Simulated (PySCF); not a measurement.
B$_{3}$H$_{6}$N$_{3}$, SMILES `B1NBNBN1`.

Level of theory: PBE0/def2-TZVP (PySCF), at a geometry from GFN2-xTB. No frequency check shows the geometry to be a minimum.

Geometry (Å), atoms numbered from 1:

```
B1       1.3861   -0.3849    0.0000
N2       0.3488   -1.3501    0.0000
B3      -1.0264   -1.0079    0.0000
N4      -1.3436    0.3730    0.0000
B5      -0.3597    1.3928    0.0000
N6       0.9949    0.9771    0.0000
H7       2.5185   -0.6993    0.0000
H8       0.6010   -2.3265    0.0000
H9      -1.8648   -1.8314    0.0000
H10     -2.3153    0.6428    0.0000
H11     -0.6536    2.5307    0.0000
H12      1.7143    1.6837    0.0000
```

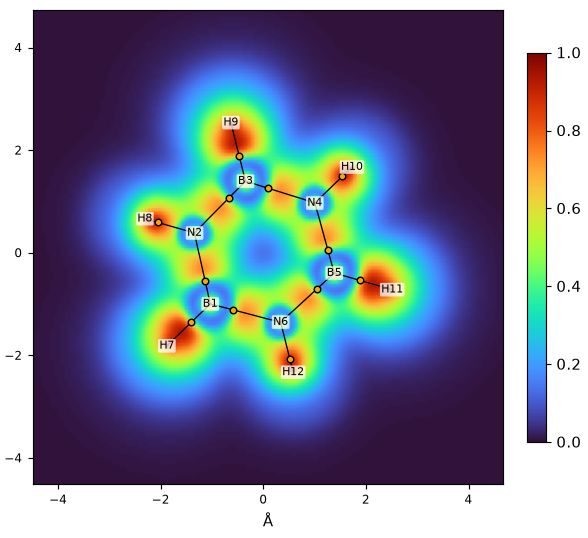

Localised orbital locator (LOL) in the molecular plane, with bond paths and bond critical points (dots).

### What values does LOL take at the bond critical points in this plane?

N4–H10, N6–H12 and N2–H8: about 0.89; B1–H7, B3–H9 and B5–H11: about 0.57; B3–N4, B1–N2, B5–N6, B1–N6 and 2 more like them: about 0.39. Values above 0.5 mark slow, localised electrons, as in shared pairs; low values at a critical point mark a polar or closed-shell contact whose critical point lies between the shells.

### Where along N4–H10 does the critical point lie?

0.75 Å from N4 and 0.26 Å from H10.
